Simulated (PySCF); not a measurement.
SiPH₃BrF: geometry relaxation

System: SiPH₃BrF.
Method: PBE0-D3(BJ)/def2-SVP geometry optimisation, gas phase (PySCF 2.14.0).

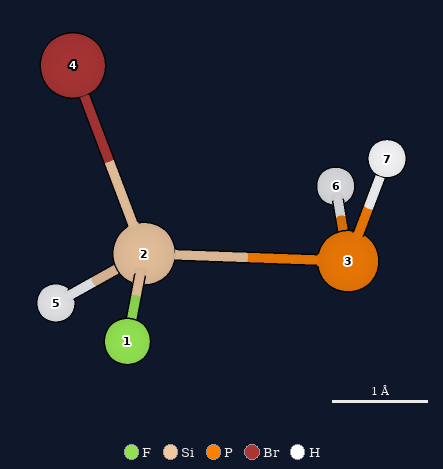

Fig. 1: The structure as given in the input (ball-and-stick view, seen at an oblique angle; atoms are numbered from 1 in the order of the input). Bond lengths as drawn: Br–Si 2.20 Å, F–Si 1.60 Å, H–P 1.38 to 1.39 Å, H–Si 1.45 Å and P–Si 2.22 Å.

Results in brief

```csv
quantity,value
outcome,converged
total energy,−3305.526274 hartree
dipole moment,1.53 D
point group,C1
hardware,"1 CPU thread, shared host"
wall time,48 s
peak memory,0.41 GiB
```

Input file
```
{"job": {"xc": "PBE0", "basis": "def2-SVP", "d3": "d3bj", "grid": 1, "maxiter": 30, "shake": 0.01, "kind": "geom"}, "charge": 0, "multiplicity": 1}
F     -1.457320    -0.375370     1.437900
Si    -0.702450    -0.322740     0.032060
P      1.462540    -0.201940     0.487980
Br    -1.545420     1.423910    -1.010430
H     -1.138460    -1.500710    -0.698230
H      1.865460    -0.236650    -0.835930
H      1.549610     1.184400     0.536720
```

The first line tells a small driver script what to run in PySCF; the rest is the geometry in Å.

Command:
```bash
OMP_NUM_THREADS=1 python <driver script> task.json out
```

The program's output
```
step   0  E = -3305.52230609  max force = 0.019736
step   1  E = -3305.52577262  max force = 0.004805
step   2  E = -3305.52607250  max force = 0.001387
step   3  E = -3305.52611940  max force = 0.000471
step   4  E = -3305.52618176  max force = 0.000963
step   5  E = -3305.52621501  max force = 0.001306
step   6  E = -3305.52623239  max force = 0.001460
step   7  E = -3305.52620577  max force = 0.000991
step   8  E = -3305.52619979  max force = 0.000657
step   9  E = -3305.52621372  max force = 0.000575
step  10  E = -3305.52621907  max force = 0.000667
step  11  E = -3305.52623644  max force = 0.000532
step  12  E = -3305.52626542  max force = 0.000586
step  13  E = -3305.52627449  max force = 0.000358
optimisation converged
```

Trajectory as extended XYZ (Å, eV, eV/Å), 14 frames, from step=0 to step=13
```
7
Properties=species:S:1:pos:R:3:forces:R:3 step=0 energy=-89947.84347
F    -1.4573   -0.3754    1.4379   -0.3882  -0.0262   0.9398
Si   -0.7025   -0.3227    0.0321   -0.0202   0.4761  -0.3090
P     1.4625   -0.2019    0.4880    0.2754  -0.8488   0.8738
Br   -1.5454    1.4239   -1.0104   -0.0523   0.2718  -0.2212
H    -1.1385   -1.5007   -0.6982    0.0837  -0.5674  -0.4082
H     1.8655   -0.2366   -0.8359    0.2410  -0.1524  -1.0149
H     1.5496    1.1844    0.5367   -0.1394   0.8469   0.1396
7
Properties=species:S:1:pos:R:3:forces:R:3 step=1 energy=-89947.93780
F    -1.6316   -0.3081    1.4300    0.0616   0.0123  -0.2471
Si   -0.8755   -0.2615   -0.0098    0.0864  -0.0371   0.0895
P     1.3342   -0.2240    0.4018    0.0846   0.1918  -0.1087
Br   -1.6502    1.4985   -1.1165   -0.0133  -0.0335   0.0484
H    -1.2108   -1.4801   -0.7894   -0.1014  -0.0020   0.0474
H     1.6840   -0.2503   -0.9934   -0.1305   0.0254   0.1671
H     1.3912    1.2068    0.4943    0.0126  -0.1569   0.0033
7
Properties=species:S:1:pos:R:3:forces:R:3 step=2 energy=-89947.94596
F    -1.6247   -0.3084    1.4155   -0.0038   0.0045  -0.0508
Si   -0.8625   -0.2680   -0.0156    0.0291  -0.0231   0.0713
P     1.3446   -0.2174    0.4024    0.0143   0.0050  -0.0296
Br   -1.6491    1.4884   -1.1148   -0.0030   0.0097  -0.0041
H    -1.2261   -1.4877   -0.7806   -0.0088  -0.0028   0.0084
H     1.6574   -0.2311   -0.9928   -0.0109   0.0168  -0.0010
H     1.4015    1.2057    0.5030   -0.0169  -0.0101   0.0058
7
Properties=species:S:1:pos:R:3:forces:R:3 step=3 energy=-89947.94723
F    -1.6231   -0.3106    1.4155   -0.0068   0.0019  -0.0002
Si   -0.8575   -0.2727   -0.0125    0.0029  -0.0160   0.0242
P     1.3501   -0.2158    0.3963    0.0091  -0.0206  -0.0101
Br   -1.6459    1.4830   -1.1127    0.0003   0.0097  -0.0071
H    -1.2264   -1.4923   -0.7749    0.0045  -0.0055   0.0032
H     1.6490   -0.2160   -1.0011    0.0004   0.0154  -0.0183
H     1.3949    1.2059    0.5064   -0.0104   0.0152   0.0083
7
Properties=species:S:1:pos:R:3:forces:R:3 step=4 energy=-89947.94893
F    -1.6158   -0.3169    1.4210   -0.0026  -0.0038   0.0495
Si   -0.8498   -0.2837   -0.0053   -0.0258   0.0049  -0.0440
P     1.3605   -0.2121    0.3796    0.0039  -0.0289   0.0052
Br   -1.6422    1.4702   -1.1090    0.0015  -0.0038  -0.0016
H    -1.2237   -1.5050   -0.7627    0.0139  -0.0052   0.0015
H     1.6316   -0.1785   -1.0230    0.0088   0.0138  -0.0199
H     1.3805    1.2076    0.5163    0.0004   0.0230   0.0092
7
Properties=species:S:1:pos:R:3:forces:R:3 step=5 energy=-89947.94984
F    -1.6031   -0.3254    1.4304    0.0054  -0.0065   0.0576
Si   -0.8445   -0.2945    0.0003   -0.0297   0.0202  -0.0672
P     1.3695   -0.2072    0.3602   -0.0035  -0.0209   0.0071
Br   -1.6469    1.4551   -1.1053   -0.0021  -0.0157   0.0066
H    -1.2193   -1.5192   -0.7509    0.0129  -0.0047   0.0000
H     1.6165   -0.1369   -1.0459    0.0112   0.0114  -0.0116
H     1.3690    1.2097    0.5282    0.0057   0.0162   0.0075
7
Properties=species:S:1:pos:R:3:forces:R:3 step=6 energy=-89947.95031
F    -1.5654   -0.3481    1.4543    0.0215  -0.0096   0.0444
Si   -0.8344   -0.3173    0.0096   -0.0218   0.0347  -0.0751
P     1.3872   -0.1925    0.3133   -0.0203   0.0011   0.0070
Br   -1.6739    1.4173   -1.0937   -0.0092  -0.0298   0.0223
H    -1.2075   -1.5516   -0.7264    0.0058  -0.0015  -0.0038
H     1.5863   -0.0407   -1.0947    0.0134   0.0042   0.0047
H     1.3488    1.2143    0.5546    0.0105   0.0010   0.0005
7
Properties=species:S:1:pos:R:3:forces:R:3 step=7 energy=-89947.94958
F    -1.5095   -0.3802    1.4841    0.0357  -0.0142   0.0109
Si   -0.8230   -0.3428    0.0169   -0.0074   0.0326  -0.0510
P     1.4045   -0.1689    0.2549   -0.0338   0.0245   0.0091
Br   -1.7243    1.3686   -1.0722   -0.0093  -0.0273   0.0302
H    -1.1901   -1.5892   -0.7014   -0.0060   0.0030  -0.0073
H     1.5536    0.0740   -1.1471    0.0126  -0.0059   0.0162
H     1.3300    1.2201    0.5816    0.0083  -0.0128  -0.0081
7
Properties=species:S:1:pos:R:3:forces:R:3 step=8 energy=-89947.94942
F    -1.4624   -0.4090    1.5037    0.0338  -0.0177  -0.0233
Si   -0.8171   -0.3579    0.0174    0.0104   0.0127  -0.0009
P     1.4113   -0.1489    0.2181   -0.0291   0.0324   0.0084
Br   -1.7723    1.3372   -1.0467   -0.0045  -0.0089   0.0195
H    -1.1785   -1.6106   -0.6927   -0.0142   0.0081  -0.0086
H     1.5414    0.1436   -1.1761    0.0035  -0.0093   0.0156
H     1.3186    1.2271    0.5933    0.0001  -0.0174  -0.0106
7
Properties=species:S:1:pos:R:3:forces:R:3 step=9 energy=-89947.94980
F    -1.4410   -0.4274    1.5079    0.0100  -0.0164  -0.0249
Si   -0.8169   -0.3602    0.0131    0.0206  -0.0094   0.0296
P     1.4093   -0.1409    0.2134   -0.0078   0.0198   0.0047
Br   -1.7947    1.3338   -1.0282   -0.0026   0.0079   0.0059
H    -1.1782   -1.6105   -0.7013   -0.0113   0.0093  -0.0107
H     1.5502    0.1530   -1.1786   -0.0033  -0.0039   0.0016
H     1.3123    1.2336    0.5906   -0.0057  -0.0073  -0.0063
7
Properties=species:S:1:pos:R:3:forces:R:3 step=10 energy=-89947.94995
F    -1.4168   -0.4567    1.5126   -0.0097  -0.0154  -0.0138
Si   -0.8128   -0.3669    0.0112    0.0140  -0.0221   0.0343
P     1.4104   -0.1281    0.2041    0.0124   0.0052   0.0052
Br   -1.8160    1.3275   -1.0031    0.0007   0.0190  -0.0034
H    -1.1738   -1.6119   -0.7123   -0.0036   0.0075  -0.0112
H     1.5506    0.1753   -1.1854   -0.0072   0.0013  -0.0092
H     1.2996    1.2424    0.5899   -0.0067   0.0044  -0.0019
7
Properties=species:S:1:pos:R:3:forces:R:3 step=11 energy=-89947.95042
F    -1.4025   -0.4946    1.5124   -0.0244  -0.0122   0.0028
Si   -0.8079   -0.3738    0.0098   -0.0009  -0.0220   0.0209
P     1.4117   -0.1146    0.2021    0.0274  -0.0076   0.0051
Br   -1.8276    1.3281   -0.9754    0.0033   0.0197  -0.0061
H    -1.1669   -1.6080   -0.7327    0.0077   0.0028  -0.0103
H     1.5502    0.1903   -1.1868   -0.0086   0.0060  -0.0153
H     1.2842    1.2542    0.5876   -0.0044   0.0132   0.0029
7
Properties=species:S:1:pos:R:3:forces:R:3 step=12 energy=-89947.95121
F    -1.3916   -0.5528    1.5082   -0.0274  -0.0022   0.0141
Si   -0.7998   -0.3856    0.0093   -0.0189  -0.0092  -0.0030
P     1.4153   -0.0941    0.2012    0.0301  -0.0168   0.0049
Br   -1.8366    1.3288   -0.9384    0.0036   0.0100  -0.0043
H    -1.1497   -1.6030   -0.7643    0.0190  -0.0045  -0.0065
H     1.5418    0.2168   -1.1876   -0.0066   0.0074  -0.0131
H     1.2617    1.2714    0.5887    0.0001   0.0152   0.0078
7
Properties=species:S:1:pos:R:3:forces:R:3 step=13 energy=-89947.95145
F    -1.4081   -0.5679    1.4991   -0.0135   0.0021   0.0117
Si   -0.7990   -0.3867    0.0088   -0.0184   0.0066  -0.0151
P     1.4156   -0.0915    0.2126    0.0121  -0.0121   0.0016
Br   -1.8265    1.3369   -0.9350    0.0027  -0.0043   0.0015
H    -1.1391   -1.5970   -0.7801    0.0168  -0.0059  -0.0026
H     1.5401    0.2113   -1.1788   -0.0017   0.0056  -0.0043
H     1.2583    1.2765    0.5905    0.0020   0.0080   0.0072
```

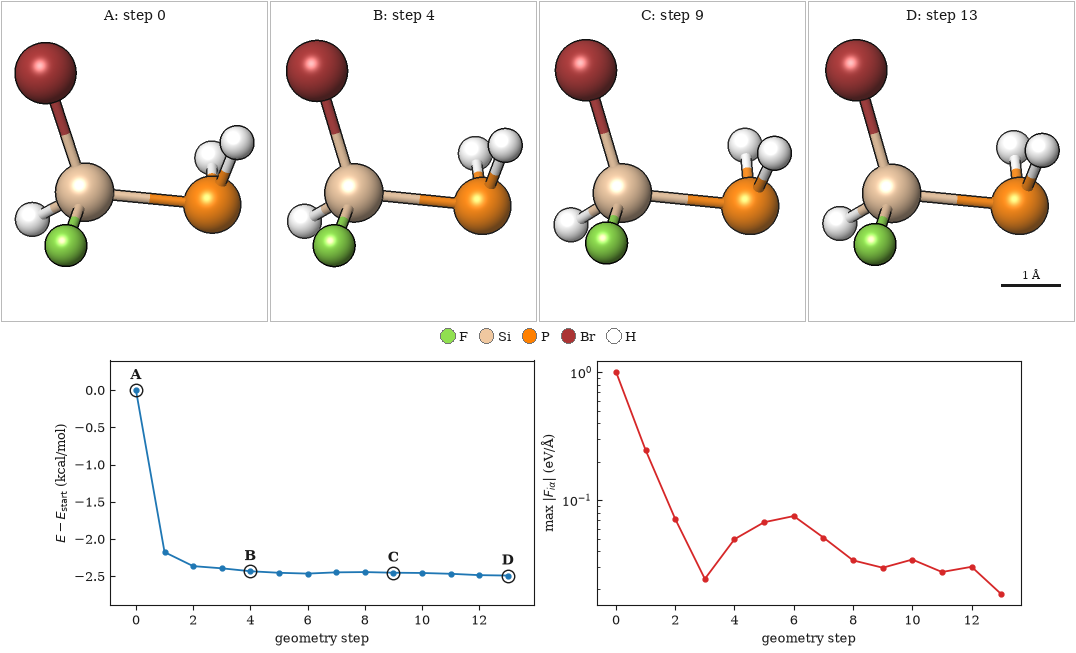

Fig. 2: Frames of the relaxation (ball-and-stick view, seen at a tilt) above the curves, on which the letters mark them (steps are counted from 0).

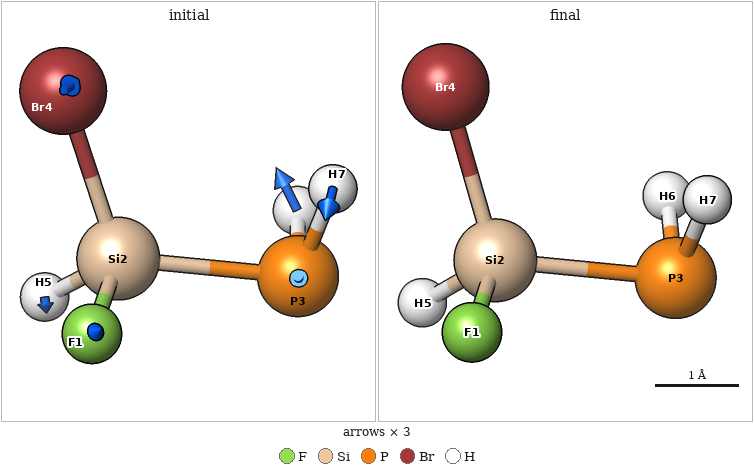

Fig. 3: Before (left) and after (right) the relaxation, at one scale (ball-and-stick view, seen at a tilt). The blue arrows give the displacements, magnified 3 times. The energy falls by 2.49 kcal/mol in 13 geometry steps. The largest force component goes from 1 to 0.018 eV/Å. H6 moves most after the best rigid fit: 0.20 Å. By element the largest moves are H 0.20 Å, Br 0.15 Å, P 0.09 Å, F 0.09 Å, Si 0.03 Å. Among the contacts that change: P3–H6 1.384 → 1.429 Å, P3–H7 1.390 → 1.428 Å, Si2–H5 1.453 → 1.484 Å, Si2–P3 2.216 → 2.243 Å. Among the angles that change: Si2–P3–H7 97.1° → 92.4°, P3–Si2–H5 116.2° → 112.4°, Si2–P3–H6 94.9° → 91.5°. (Atoms are counted from 1 in the order of the input.)
